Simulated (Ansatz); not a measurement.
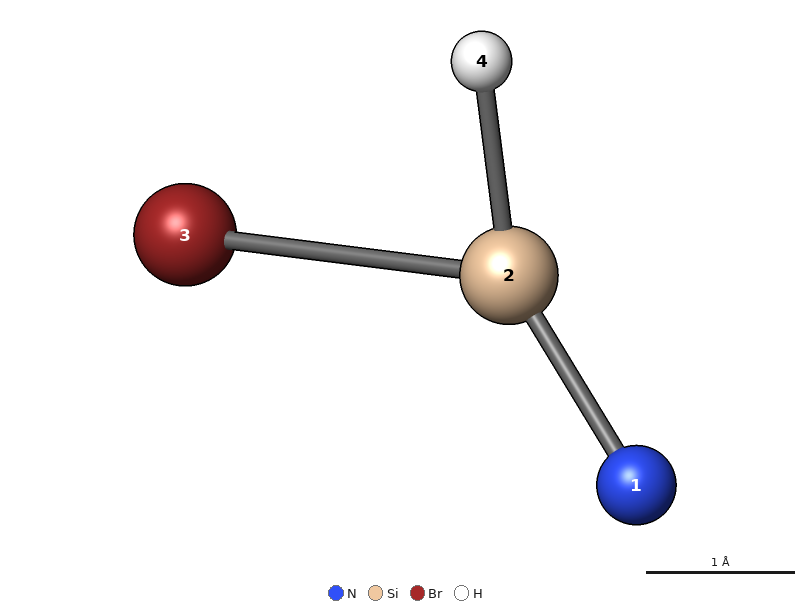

(Drawn from a calculation with Ansatz.)

Numbered structure. Charge −1, singlet. Geometry: atoms displaced at random (about 0.1 Å) from a stationary point of GFN2-xTB.

List the bonds and their lengths.

```tsv
bond	length (Å)	order
N1–Si2	1.679	double
Si2–Br3	2.559	single
Si2–H4	1.511	single
```
